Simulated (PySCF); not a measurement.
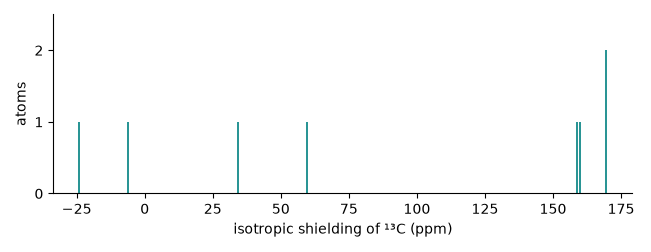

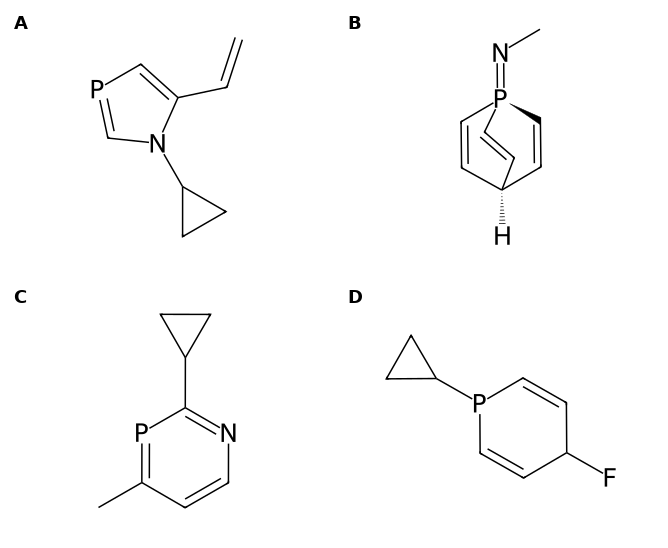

The sticks are computed shieldings of one of the molecules, for one fixed geometry (GFN2-xTB) without averaging over rotations. Low shielding means a high chemical shift. Method: GIAO PBE0/pcSseg-1 NMR shielding, non-relativistic, gas phase (PySCF 2.14.0).

**Match the spectrum to a structure.**

C, `Cc1ccnc(C2CC2)p1`. Its 8 C atoms give lines at −24.0, −6.1, 34.1, 59.8, 158.9, 160.1, 169.5 (2 atoms) ppm.

The geometry is semi-empirical. Around P such bond lengths and angles can be off by a tenth of an ångström or more and by several degrees, and values that hang on the shape move with them.
